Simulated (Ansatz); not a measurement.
SiNH4 (SMILES [NH][SiH3]): the energy, rung by rung

SiNH4: 6 atoms, total charge 0, spin state doublet. As SMILES, `[NH][SiH3]`. The coordinates come from a PBE0-D4/def2-TZVP relaxation.

```xyz
6

N     0.5921   -0.8352    0.9095
Si   -0.2037    0.3476   -0.1100
H     0.9228   -1.6407    0.3727
H    -1.3106   -0.2823   -0.8855
H     0.7895    0.9118   -1.0689
H    -0.7481    1.4348    0.7362
```

Each level gives the energy change with the N1–Si2 bond stretched from 1.753 to 2.629 Å (eV). The values are calculated.

```tsv
level	kind	program	value (eV)	less FCI/STO-3G	CPU time (all runs)
U-revPBE/STO-3G	GGA	Ansatz	2.53	+0.12	3.9 s
U-r2SCAN/STO-3G	meta-GGA	Ansatz	2.80	+0.39	9.9 s
UBHLYP/STO-3G	global hybrid	Ansatz	2.98	+0.57	5.8 s
UHSE06/STO-3G	range-separated hybrid	Ansatz	2.93	+0.52	5.4 s
RPA@PBE/STO-3G	RPA	Ansatz	2.52	+0.11	5 s
UMP2/STO-3G	perturbation theory	Ansatz	2.73	+0.32	0.33 s
UCCSD(T)/STO-3G	coupled cluster or CI	Ansatz	2.44	+0.03	0.59 s
UCCSD/STO-3G	coupled cluster or CI	Ansatz	2.46	+0.05	0.55 s
FCI/STO-3G	exact in the basis	Ansatz	2.41	0.00	11 s
```

FCI/STO-3G is exact within its basis and frozen core, so for wave-function methods in that basis the difference is their error; functionals converge differently with the basis, so for them it is only a difference. The first shape isn't each level's own minimum. The values span 2.41 to 2.98 eV. Spin contamination of the reference (⟨S²⟩ at least 0.1 too high) touches U-revPBE/STO-3G, U-r2SCAN/STO-3G, UBHLYP/STO-3G, UHSE06/STO-3G, RPA@PBE/STO-3G, UMP2/STO-3G, UCCSD(T)/STO-3G, UCCSD/STO-3G. All rows use very small basis sets, so none should be taken for the real molecule's value. In so small a basis fixed costs decide the times, and correlated methods can beat functionals. CPU times are rough (shared hosts, several kinds of processor and program).

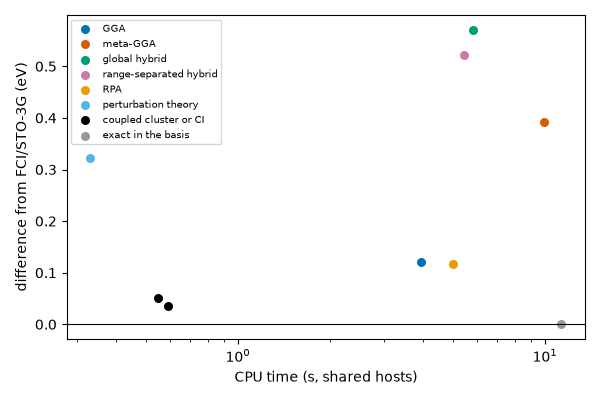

Difference from FCI/STO-3G against processor time, one point a level.
